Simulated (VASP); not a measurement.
Band structure of Ba (space group Im-3m). Method: PBE GGA, VASP's PBE PAW potentials (set 64) (plane waves; VASP).

Unless said otherwise, spin-orbit coupling is left out, though it shifts the bands of the heavy elements here.

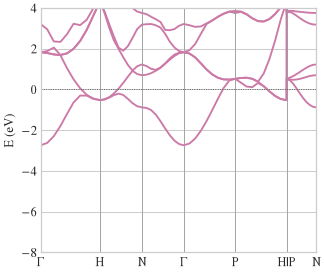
Fig. 1. Bands along high-symmetry lines, zero at the valence-band maximum or, without a gap, the Fermi level

### Question
Read the plot: is there a gap, and where are the band edges?

### Answer
It has no gap at this level: it comes out as a metal or semimetal.

The structure is a typed Ba crystal (Im-3m). The cell was not relaxed at this level.
